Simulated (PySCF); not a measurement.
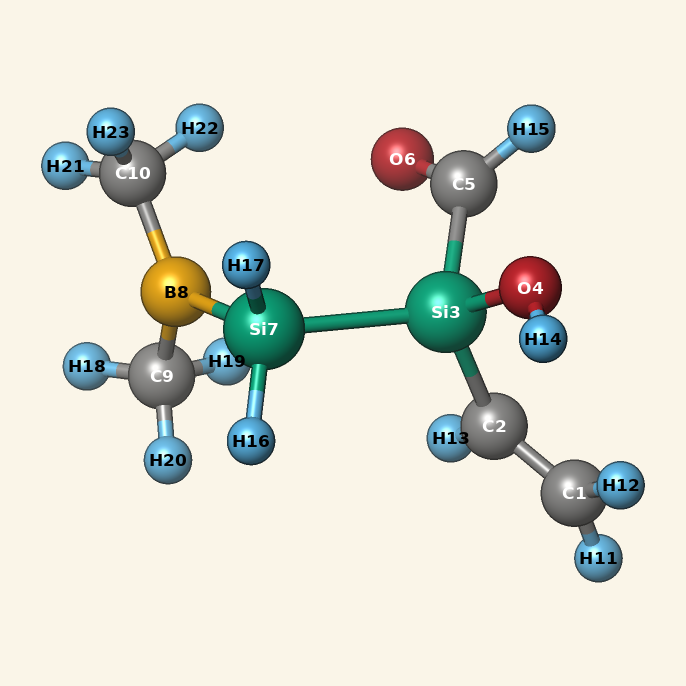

Computed geometry: GFN2-xTB optimisation. No frequency run is at hand to confirm it as a minimum. Electric field gradients from the ground-state density, PBE0/pcSseg-1 (PySCF 2.14.0), non-relativistic apart from any core potentials.

Give the largest field-gradient component, the quadrupole coupling constant and the asymmetry for 17O at O4 (Q = −25.6 mb), 17O at O6 (Q = −25.6 mb), 11B at B8 (Q = 40.59 mb), 2H at H11 (Q = 2.86 mb), 2H at H12 (Q = 2.86 mb), 2H at H13 (Q = 2.86 mb), 2H at H14 (Q = 2.86 mb).

| atom | V_zz (a.u.) | e²qQ/h (MHz) | η |
| --- | --- | --- | --- |
| O4 | 1.484 | −8.93 | 0.56 |
| O6 | −2.140 | 12.87 | 0.62 |
| B8 | 0.580 | 5.53 | 0.13 |
| H11 | 0.331 | 0.222 | 0.04 |
| H12 | 0.333 | 0.224 | 0.05 |
| H13 | 0.327 | 0.220 | 0.04 |
| H14 | 0.515 | 0.346 | 0.06 |

The geometry is semi-empirical. Around B, Si such bond lengths and angles can be off by a tenth of an ångström or more and by several degrees, and values that hang on the shape move with them.
